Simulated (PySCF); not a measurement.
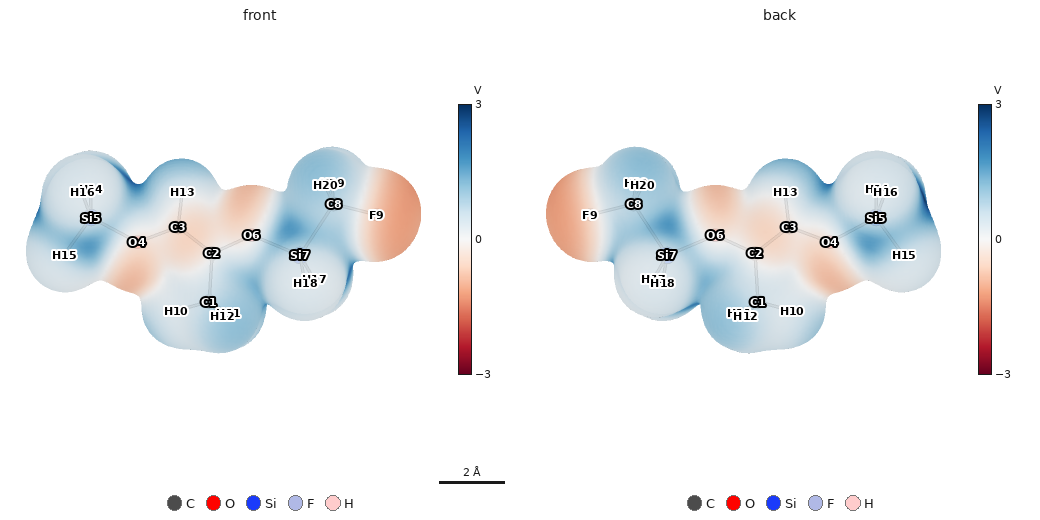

The picture shows: C₄H₁₁FO₂Si₂ (SMILES C/C(=C\O[SiH3])O[SiH2]CF). The molecular electrostatic potential painted on the density surface at 0.004 e/bohr³, seen from the front and from behind; red is negative and blue positive.

Geometry: GFN2-xTB.

Computed with PySCF 2.14.0, PBE0/pcSseg-1, SCF density, gas phase, non-relativistic.

```xyz
20

C     0.4441   -0.4638   -1.7486
C     0.2749   -0.1011   -0.3101
C     1.2853    0.0087    0.5531
O     2.5678   -0.2064    0.1840
Si    3.9619   -0.1452    1.0200
O    -0.9843    0.1335    0.1511
Si   -2.4423    0.1067   -0.5558
C    -3.5615    0.5728    0.9172
F    -4.8793    0.6032    0.5033
H     1.4977   -0.6182   -1.9592
H    -0.1100   -1.3739   -1.9718
H     0.0580    0.3321   -2.3834
H     1.1035    0.2753    1.5850
H     3.9580   -1.1131    2.1198
H     4.8727   -0.4890   -0.0591
H     4.1840    1.1914    1.5776
H    -2.8003   -1.2202   -1.0620
H    -2.5711    1.1026   -1.6218
H    -3.5163   -0.1497    1.7356
H    -3.3479    1.5649    1.3221
```

**Where is the surface potential most negative and most positive?**

The most negative region (about −1.2 V) lies over F9, the most positive (about +2.6 V) over Si5.

**What dipole moment does the calculation give?**

Its dipole moment is 2.16 D.
